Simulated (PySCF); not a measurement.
## A study: CH$_{2}$O$_{2}$, SMILES `O=CO`

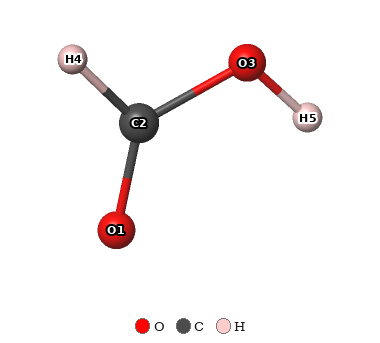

The molecule, with its atoms numbered as below. No frequency check shows the geometry to be a minimum.

Coordinates in Å:

```
O1       1.1284    0.2627    0.0000
C2       0.1311   -0.3916    0.0000
O3      -1.1021    0.0853    0.0000
H4       0.1002   -1.4918    0.0000
H5      -1.0975    1.0580    0.0000
```

Part 1: In an electric field

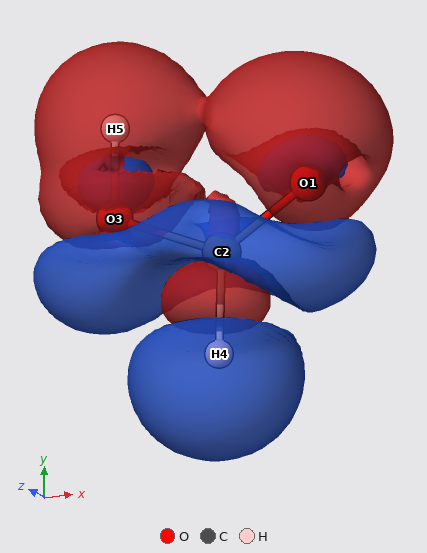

Change of the electron density in a uniform field of 0.41 V/Å, surfaces at ±0.002 e/Å³ (blue: gain, red: loss).

Level of theory: B3LYP/aug-cc-pVDZ (PySCF), at a geometry from GFN2-xTB.

Q: Along which Cartesian direction does the field point?

A: Along +y: electrons gather on the −y side, against the field.

Q: How large is the response?

A: The induced dipole is 0.49 D (along the field); α along this axis, from the fields in both directions, is 24 bohr³ (3.6 Å³).

Q: Which atoms gain and lose the most charge?

A: Electrons gather most on H4 (Hirshfeld charge changes by −0.018 e) and leave H5 most (+0.014 e); 0.054 electrons are displaced in all.

Part 2: Removing or adding an electron

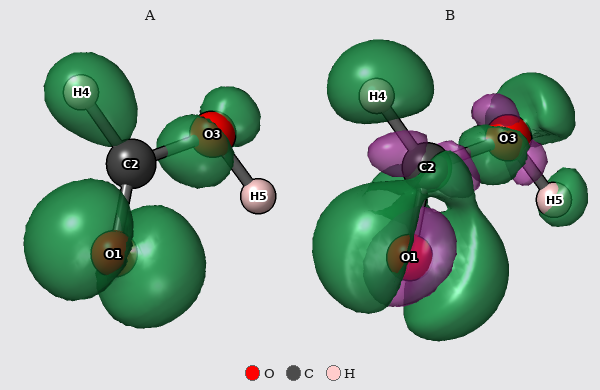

The Fukui function f⁻ from two separate SCF calculations and the density of the HOMO, at ±0.04 e/Å³ (green positive, purple negative).

Computed with PySCF, PBE0/def2-SVPD, geometry: GFN2-xTB.

Q: Which panel is which, and how good is the frozen-orbital picture?

A: B is f⁻ (it has negative regions), A the HOMO density. The HOMO lies on O1 (69 %), C2 (12 %) and O3 (10 %); f⁻ (Hirshfeld-condensed) is largest on O1 (0.46); the vertical ionisation energy is 11.40 eV. Relaxation shifts 23 % of the electron between atoms. The orbital energy is −8.63 eV.

Part 3: Localised orbitals

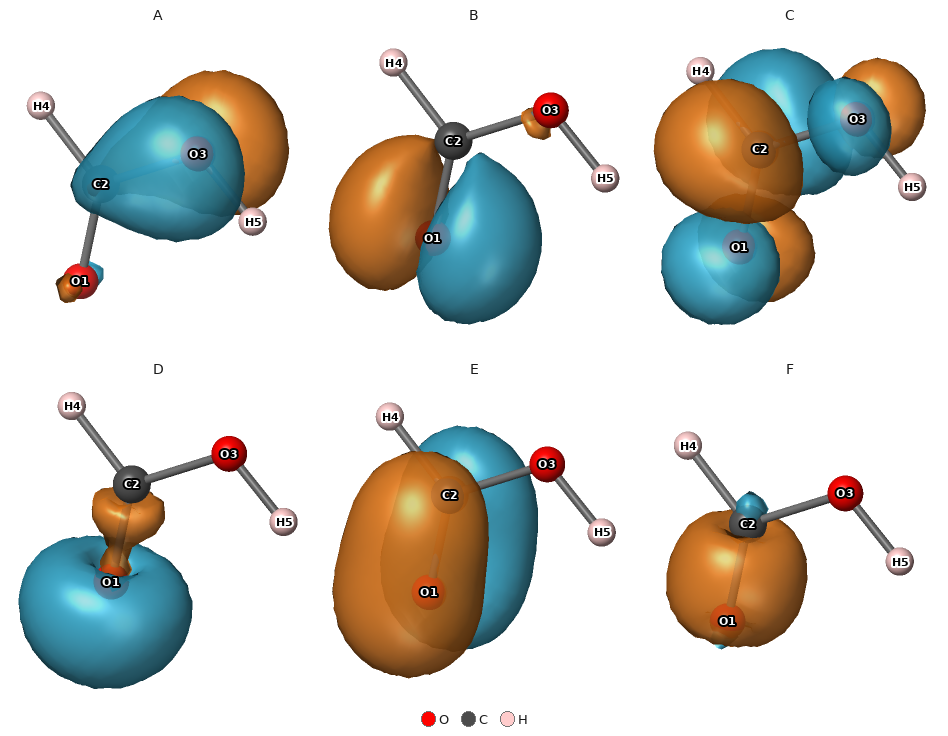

Intrinsic bond orbitals (IBO), occupied and valence-virtual; each surface holds about 85 % of the orbital's density. Energies are diagonal elements of the Fock matrix.

Computed with PySCF, M06-2X/cc-pVDZ, geometry: GFN2-xTB.

Q: What does each orbital represent in a Lewis picture?

A: By panel:
- A: lone pair on O3 (p-type) (O3 90 %, C2 8 %; −12.8 eV)
- B: lone pair on O1 (p-type) (O1 91 %, C2 5 %; −10.9 eV)
- C: π* orbital C2–O1 (C2 60 %, O1 30 %, O3 10 %; 2.3 eV)
- D: lone pair on O1 (sp0.8-type) (O1 100 %; −18.0 eV)
- E: π bond O1–C2 (O1 68 %, C2 32 %; −12.6 eV)
- F: σ bond O1–C2 (O1 61 %, C2 39 %; −28.8 eV)

The PySCF runs shown took 12 s, 46 s and 4.4 s on 1 thread of Intel(R) Xeon(R) Platinum 8375C CPU @ 2.90GHz (Ice Lake), on a shared host.
